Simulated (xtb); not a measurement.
# Geometry relaxation of CH$_{2}$FGeO$_{2}$ (charge −1) (part 3 of 4)

CH$_{2}$FGeO$_{2}$, charge −1; GFN2-xTB (xtb 6.7.1). The geometry comes from this level: GFN2-xTB.

Geometry of the input (Å):
```
O  0.1123  -2.2877  -0.4540
C  0.3131  -1.5579  0.4581
O  0.7071  -1.4649  1.5722
Ge -0.3293  0.6432  -0.1758
F  1.1119  1.4729  -1.0738
H  -0.4736  1.8907  0.8917
H  -1.4415  1.3038  -1.2183
```

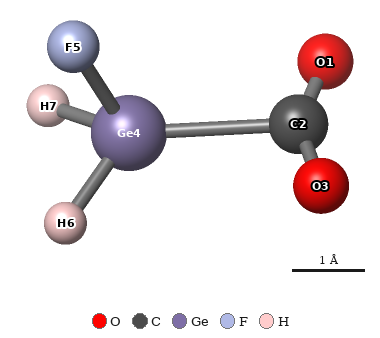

Figure 1. The geometry at step 5 of the log (ball-and-stick view, seen at a tilt; atoms are numbered from 1 in the order of the input).

## Output, continued
```
 ---------------------------------
F5-Ge4-C2-O1=270.69           F5-Ge4-C2-O3= 90.88           H6-Ge4-C2-O1=160.92           H6-Ge4-C2-O3=341.11
H7-Ge4-C2-O1= 21.43           H7-Ge4-C2-O3=201.62

 CMA Distance (Angstroems)
 ---------------------------
R(CMA):  2.2835
           -------------------------------------------------
          |                Final Singlepoint                |
           -------------------------------------------------

          ...................................................
          :                      SETUP                      :
          :.................................................:
          :  # basis functions                  28          :
          :  # atomic orbitals                  27          :
          :  # shells                           13          :
          :  # electrons                        30          :
          :  max. iterations                   250          :
          :  Hamiltonian                  GFN2-xTB          :
          :  restarted?                      false          :
          :  GBSA solvation                  false          :
          :  PC potential                    false          :
          :  electronic temp.          300.0000000     K    :
          :  accuracy                    1.0000000          :
          :  -> integral cutoff          0.2500000E+02      :
          :  -> integral neglect         0.1000000E-07      :
          :  -> SCF convergence          0.1000000E-05 Eh   :
          :  -> wf. convergence          0.1000000E-03 e    :
          :  Broyden damping             0.4000000          :
          :  net charge                         -1          :
          :  unpaired electrons                  0          :
          ...................................................

 iter      E             dE          RMSdq      gap      omega  full diag
   1    -18.3555833 -0.183556E+02  0.163E-05    3.72       0.0  T
   2    -18.3555833 -0.174083E-12  0.858E-06    3.72    4405.6  T
   3    -18.3555833 -0.198952E-12  0.604E-06    3.72    6256.4  T

   *** convergence criteria satisfied after 3 iterations ***

         #    Occupation            Energy/Eh            Energy/eV
      -------------------------------------------------------------
         1        2.0000           -0.5901101             -16.0577
       ...           ...                  ...                  ...
         9        2.0000           -0.3195670              -8.6959
        10        2.0000           -0.3147321              -8.5643
        11        2.0000           -0.2780183              -7.5653
        12        2.0000           -0.2759876              -7.5100
        13        2.0000           -0.2710610              -7.3759
        14        2.0000           -0.2339877              -6.3671
        15        2.0000           -0.1904819              -5.1833 (HOMO)
        16                         -0.0539133              -1.4671 (LUMO)
        17                         -0.0478580              -1.3023
        18                          0.0304270               0.8280
        19                          0.0474804               1.2920
        20                          0.2131619               5.8004
       ...                                ...                  ...
        27                          1.1547536              31.4224
      -------------------------------------------------------------
                  HL-Gap            0.1365686 Eh            3.7162 eV
             Fermi-level           -0.1221976 Eh           -3.3252 eV

 SCC (total)                   0 d,  0 h,  0 min,  0.005 sec
 SCC setup                      ...        0 min,  0.000 sec (  1.816%)
 Dispersion                     ...        0 min,  0.000 sec (  0.724%)
 classical contributions        ...        0 min,  0.000 sec (  0.250%)
 integral evaluation            ...        0 min,  0.001 sec ( 27.248%)
 iterations                     ...        0 min,  0.001 sec ( 19.251%)
 molecular gradient             ...        0 min,  0.002 sec ( 46.604%)
 printout                       ...        0 min,  0.000 sec (  3.573%)

         :::::::::::::::::::::::::::::::::::::::::::::::::::::
         ::                     SUMMARY                     ::
         :::::::::::::::::::::::::::::::::::::::::::::::::::::
         :: total energy             -18.262903937376 Eh    ::
         :: gradient norm              0.000139806887 Eh/a0 ::
         :: HOMO-LUMO gap              3.716221509184 eV    ::
         ::.................................................::
         :: SCC energy               -18.355580839060 Eh    ::
         :: -> isotropic ES            0.154716669276 Eh    ::
         :: -> anisotropic ES          0.002003768963 Eh    ::
         :: -> anisotropic XC         -0.001355896615 Eh    ::
         :: -> dispersion             -0.004770764055 Eh    ::
         :: repulsion energy           0.092676901685 Eh    ::
         :: add. restraining           0.000000000000 Eh    ::
         :: total charge              -1.000000000000 e     ::
         :::::::::::::::::::::::::::::::::::::::::::::::::::::

           -------------------------------------------------
          |                Numerical Hessian                |
           -------------------------------------------------
step length          :   0.00500
SCC accuracy         :   0.30000
Hessian scale factor :   1.00000
frozen atoms in %    :   0.00000    0
RMS gradient         :   0.00014
estimated CPU  time      0.00 min

writing file <hessian>.

 projected vibrational frequencies (cm⁻¹)
eigval :       -0.00    -0.00     0.00     0.00     0.00     0.00
eigval :       24.11    49.11    54.13   192.68   314.11   351.78
eigval :      550.18   566.91   589.23   604.36   834.21  1098.34
eigval :     1273.66  1322.58  2162.21
           -------------------------------------------------
          |                Property Printout                |
           -------------------------------------------------

    * Orbital Energies and Occupations

         #    Occupation            Energy/Eh            Energy/eV
      -------------------------------------------------------------
         1        2.0000           -0.5901101             -16.0577
       ...           ...                  ...                  ...
         3        2.0000           -0.5695451             -15.4981
         4        2.0000           -0.4645089             -12.6399
         5        2.0000           -0.4378900             -11.9156
         6        2.0000           -0.4360402             -11.8653
         7        2.0000           -0.3993439             -10.8667
         8        2.0000           -0.3939121             -10.7189
         9        2.0000           -0.3195670              -8.6959
        10        2.0000           -0.3147322              -8.5643
        11        2.0000           -0.2780183              -7.5653
        12        2.0000           -0.2759876              -7.5100
        13        2.0000           -0.2710610              -7.3759
        14        2.0000           -0.2339877              -6.3671
        15        2.0000           -0.1904819              -5.1833 (HOMO)
        16                         -0.0539133              -1.4671 (LUMO)
        17                         -0.0478581              -1.3023
        18                          0.0304271               0.8280
        19                          0.0474805               1.2920
        20                          0.2131620               5.8004
        21                          0.2350165               6.3951
        22                          0.2633524               7.1662
        23                          0.4403527              11.9826
        24                          0.5720345              15.5659
        25                          0.9377205              25.5167
        26                          1.0404926              28.3132
        27                          1.1547536              31.4224
      -------------------------------------------------------------
                  HL-Gap            0.1365686 Eh            3.7162 eV
             Fermi-level           -0.1221976 Eh           -3.3252 eV

     #   Z          covCN         q      C6AA      α(0)
     1   8 O        0.856    -0.406    21.806     6.261
     2   6 C        2.275     0.399    21.618     7.540
     3   8 O        0.857    -0.406    21.802     6.260
     4  32 Ge       2.977     0.234   213.099    28.355
     5   9 F        0.699    -0.415    13.722     4.374
     6   1 H        0.857    -0.202    11.077     5.214
     7   1 H        0.856    -0.203    11.159     5.234

 Mol. C6AA /au·bohr⁶  :       1476.437693
 Mol. C8AA /au·bohr⁸  :      58760.929784
 Mol. α(0) /au        :         63.238397

Wiberg/Mayer (AO) data.
largest (>0.10) Wiberg bond orders for each atom

 ---------------------------------------------------------------------------
     #   Z sym  total        # sym  WBO       # sym  WBO       # sym  WBO
 ---------------------------------------------------------------------------
     1   8 O    2.165 --     2 C    1.744     3 O    0.262     4 Ge   0.105
     2   6 C    3.933 --     1 O    1.744     3 O    1.744     4 Ge   0.319
     3   8 O    2.165 --     2 C    1.744     1 O    0.262     4 Ge   0.106
     4  32 Ge   3.116 --     5 F    0.951     6 H    0.818     7 H    0.816
                             2 C    0.319     3 O    0.106     1 O    0.105
     5   9 F    1.015 --     4 Ge   0.951
     6   1 H    0.959 --     4 Ge   0.818
     7   1 H    0.959 --     4 Ge   0.816
 ---------------------------------------------------------------------------

Topologies differ in total number of bonds
Writing topology from bond orders to xtbtopo.mol

molecular dipole:
                 x           y           z       tot (Debye)
 q only:       -0.650      -0.378       0.421
   full:       -0.658      -0.462       0.457       2.351
molecular quadrupole (traceless):
                xx          xy          yy          xz          yz          zz
 q only:        6.123       0.570      -8.683      -1.135       4.433       2.560
  q+dip:        6.763       0.249      -9.158      -1.320       4.703       2.395
   full:        7.479       0.227      -9.492      -1.890       4.572       2.013

           -------------------------------------------------
          |                Geometry Summary                 |
           -------------------------------------------------

      molecular mass/u    :      137.6513806
   center of mass at/Å    :        0.1000829       0.0034277      -0.0497550
  moments of inertia/u·Å² :        0.8651930E+02   0.2936299E+03   0.2954540E+03
rotational constants/cm⁻¹ :        0.1948425E+00   0.5741115E-01   0.5705671E-01

 * 2 selected distances

     #   Z          #   Z                                           value/Å
     1   8 O        2   6 C                                       1.1854779 (max)
     2   6 C        3   8 O                                       1.1854639 (min)

 * 1 distinct bonds (by element types)

   Z      Z             #   av. dist./Å        max./Å        min./Å
   6 C    8 O           2     1.1854709     1.1854779     1.1854639

           -------------------------------------------------
          |               Frequency Printout                |
Molecule has the following symmetry elements: (sigma)
It seems to be the Cs point group
           -------------------------------------------------
 projected vibrational frequencies (cm⁻¹)
eigval :       -0.00    -0.00     0.00     0.00     0.00     0.00
eigval :       24.11    49.11    54.13   192.68   314.11   351.78
eigval :      550.18   566.91   589.23   604.36   834.21  1098.34
eigval :     1273.66  1322.58  2162.21
 reduced masses (amu)
   1: 34.34   2: 33.55   3: 47.27   4: 42.06   5: 31.42   6: 18.39   7: 12.38   8: 27.28
   9: 14.20  10: 32.86  11: 19.48  12: 30.50  13:  2.19  14: 13.53  15:  8.90  16:  8.25
  17:  3.10  18:  3.78  19:  2.15  20: 14.16  21: 13.17
 IR intensities (km·mol⁻¹)
   1:  6.58   2:  1.91   3:  5.89   4:  6.41   5:  2.02   6:  0.06   7:  3.27   8:  4.83
   9: 15.14  10: 75.48  11: 39.33  12:172.90  13:  0.08  14:******  15:270.29  16: 49.17
  17:331.73  18:******  19:******  20:174.29  21:823.19
 Raman intensities (Ä⁴*amu⁻¹)
   1:  0.00   2:  0.00   3:  0.00   4:  0.00   5:  0.00   6:  0.00   7:  0.00   8:  0.00
   9:  0.00  10:  0.00  11:  0.00  12:  0.00  13:  0.00  14:  0.00  15:  0.00  16:  0.00
  17:  0.00  18:  0.00  19:  0.00  20:  0.00  21:  0.00
 output can be read by thermo (or use thermo option).
 writing <g98.out> molden fake output.
 recommended (thermochemical) frequency scaling factor: 1.0
           -------------------------------------------------
          |             Thermodynamic Functions             |
           -------------------------------------------------

cs  symmetry found (for desy threshold:  0.10E+00) used in thermo

          ...................................................
          :                      SETUP                      :
          :.................................................:
          :  # frequencies                          15      :
          :  # imaginary freq.                       0      :
          :  linear?                             false      :
          :  only rotor calc.                    false      :
          :  symmetry                               cs      :
          :  rotational number                       1      :
          :  scaling factor                  1.0000000      :
          :  rotor cutoff                   50.0000000 cm⁻¹ :
          :  imag. cutoff                  -20.0000000 cm⁻¹ :
          :.................................................:

    mode    ω/cm⁻¹     T·S(HO)/kcal·mol⁻¹    T·S(FR)/kcal·mol⁻¹   T·S(vib)
   ------------------------------------------------------------------------
       1     24.11    -1.86724 (  5.13%)    -1.27165 ( 94.87%)    -1.30222
       2     49.11    -1.44688 ( 48.21%)    -1.06141 ( 51.79%)    -1.24723
       3     54.13    -1.38952 ( 57.87%)    -1.03263 ( 42.13%)    -1.23917
       4    192.68    -0.65649 ( 99.55%)    -0.65680 (  0.45%)    -0.65649
   ------------------------------------------------------------------------

   temp. (K)  partition function   enthalpy   heat capacity  entropy
                                   cal/mol     cal/K/mol   cal/K/mol   J/K/mol
 298.15  VIB   645.                 2947.516     14.641     19.674
         ROT  0.209E+06              888.752      2.981     27.328
         INT  0.135E+09             3836.269     17.622     47.001
         TR   0.156E+28             1481.254      4.968     40.652
         TOT                        5317.5226    22.5900    87.6534   366.7420

       T/K    H(0)-H(T)+PV         H(T)/Eh          T*S/Eh         G(T)/Eh
   ------------------------------------------------------------------------
    298.15    0.847401E-02    0.312275E-01    0.416470E-01   -0.104195E-01
   ------------------------------------------------------------------------

         :::::::::::::::::::::::::::::::::::::::::::::::::::::
         ::                  THERMODYNAMIC                  ::
         :::::::::::::::::::::::::::::::::::::::::::::::::::::
         :: total free energy         -18.273323458382 Eh   ::
         ::.................................................::
         :: total energy              -18.262903937376 Eh   ::
         :: zero point energy           0.022753449303 Eh   ::
         :: G(RRHO) w/o ZPVE           -0.033172970309 Eh   ::
         :: G(RRHO) contrib.           -0.010419521006 Eh   ::
         :::::::::::::::::::::::::::::::::::::::::::::::::::::

optimized geometry written to: xtbopt.xyz

           -------------------------------------------------
          | TOTAL ENERGY              -18.262903937376 Eh   |
          | TOTAL ENTHALPY            -18.231676476484 Eh   |
          | TOTAL FREE ENERGY         -18.273323458382 Eh   |
          | GRADIENT NORM               0.000139783593 Eh/α |
          | HOMO-LUMO GAP               3.716220080663 eV   |
           -------------------------------------------------

------------------------------------------------------------------------
------------------------------------------------------------------------
 total:
 *  cpu-time:     0 d,  0 h,  0 min,  0.425 sec
 * ratio c/w:     1.000 speedup
 SCF:
 *  cpu-time:     0 d,  0 h,  0 min,  0.009 sec
 * ratio c/w:     1.000 speedup
 ANC optimizer:
 *  cpu-time:     0 d,  0 h,  0 min,  0.131 sec
 * ratio c/w:     1.000 speedup
 analytical hessian:
 *  cpu-time:     0 d,  0 h,  0 min,  0.266 sec
 * ratio c/w:     1.000 speedup
```

## File xtbopt.xyz
```
7
 energy: -18.262903937376 gnorm: 0.000139806887 xtb: 6.7.1
O           -0.01297555804332       -2.26168627153788       -0.45518932055466
C            0.30950002665922       -1.56478301006834        0.44796790176931
O            0.80890992763314       -1.52050852921820        1.52219035601476
Ge          -0.30280265567001        0.66331620949090       -0.12365926119500
F            1.11867955927931        1.49429185574224       -1.05151434268075
H           -0.50129653227314        1.96921459062021        0.87071505008162
H           -1.42001476758526        1.22015515497113       -1.21051038343521
```

## Trajectory as extended XYZ (Å, eV, eV/Å), 20 frames, from step=0 to step=19
```
7
Properties=species:S:1:pos:R:3 step=0 energy=-496.95859
O     0.1123   -2.2877   -0.4540
C     0.3131   -1.5579    0.4581
O     0.7071   -1.4649    1.5722
Ge   -0.3293    0.6432   -0.1758
F     1.1119    1.4729   -1.0738
H    -0.4736    1.8907    0.8917
H    -1.4415    1.3038   -1.2183
7
Properties=species:S:1:pos:R:3 step=1 energy=-496.95628
O     0.1019   -2.2871   -0.4507
C     0.3262   -1.5557    0.4548
O     0.7034   -1.4694    1.5755
Ge   -0.3286    0.6429   -0.1753
F     1.1083    1.4781   -1.0754
H    -0.4723    1.8893    0.8928
H    -1.4388    1.3018   -1.2216
7
Properties=species:S:1:pos:R:3 step=2 energy=-496.95835
O     0.1049   -2.2862   -0.4521
C     0.3173   -1.5575    0.4582
O     0.7079   -1.4691    1.5739
Ge   -0.3281    0.6430   -0.1752
F     1.1081    1.4790   -1.0758
H    -0.4719    1.8893    0.8929
H    -1.4381    1.3014   -1.2221
7
Properties=species:S:1:pos:R:3 step=3 energy=-496.95793
O     0.1074   -2.2955   -0.4529
C     0.3096   -1.5606    0.4549
O     0.7080   -1.4610    1.5670
Ge   -0.3216    0.6456   -0.1731
F     1.1164    1.4783   -1.0738
H    -0.4776    1.8956    0.8896
H    -1.4421    1.2976   -1.2115
7
Properties=species:S:1:pos:R:3 step=4 energy=-496.95840
O     0.1017   -2.2848   -0.4522
C     0.3098   -1.5590    0.4614
O     0.7142   -1.4709    1.5724
Ge   -0.3240    0.6440   -0.1783
F     1.1129    1.4835   -1.0746
H    -0.4731    1.8896    0.8902
H    -1.4415    1.2977   -1.2189
7
Properties=species:S:1:pos:R:3 step=5 energy=-496.95835
O     0.0982   -2.2885   -0.4510
C     0.3143   -1.5595    0.4581
O     0.7119   -1.4704    1.5711
Ge   -0.3250    0.6441   -0.1706
F     1.1042    1.4861   -1.0774
H    -0.4709    1.8923    0.8943
H    -1.4327    1.2957   -1.2245
7
Properties=species:S:1:pos:R:3 step=6 energy=-496.95865
O     0.0979   -2.2886   -0.4513
C     0.3132   -1.5592    0.4578
O     0.7128   -1.4694    1.5703
Ge   -0.3216    0.6448   -0.1751
F     1.1132    1.4842   -1.0751
H    -0.4755    1.8927    0.8901
H    -1.4400    1.2955   -1.2166
7
Properties=species:S:1:pos:R:3 step=7 energy=-496.95867
O     0.0957   -2.2882   -0.4514
C     0.3103   -1.5601    0.4589
O     0.7160   -1.4705    1.5692
Ge   -0.3217    0.6455   -0.1736
F     1.1111    1.4871   -1.0750
H    -0.4733    1.8937    0.8914
H    -1.4381    1.2925   -1.2195
7
Properties=species:S:1:pos:R:3 step=8 energy=-496.95870
O     0.0936   -2.2881   -0.4510
C     0.3115   -1.5601    0.4587
O     0.7169   -1.4717    1.5692
Ge   -0.3207    0.6447   -0.1731
F     1.1108    1.4877   -1.0754
H    -0.4751    1.8944    0.8898
H    -1.4371    1.2931   -1.2181
7
Properties=species:S:1:pos:R:3 step=9 energy=-496.95868
O     0.0900   -2.2875   -0.4509
C     0.3126   -1.5594    0.4577
O     0.7180   -1.4721    1.5682
Ge   -0.3199    0.6467   -0.1726
F     1.1126    1.4876   -1.0753
H    -0.4755    1.8952    0.8915
H    -1.4380    1.2895   -1.2186
7
Properties=species:S:1:pos:R:3 step=10 energy=-496.95873
O     0.0890   -2.2877   -0.4508
C     0.3116   -1.5602    0.4580
O     0.7198   -1.4729    1.5676
Ge   -0.3196    0.6460   -0.1720
F     1.1119    1.4890   -1.0745
H    -0.4754    1.8965    0.8900
H    -1.4372    1.2893   -1.2182
```
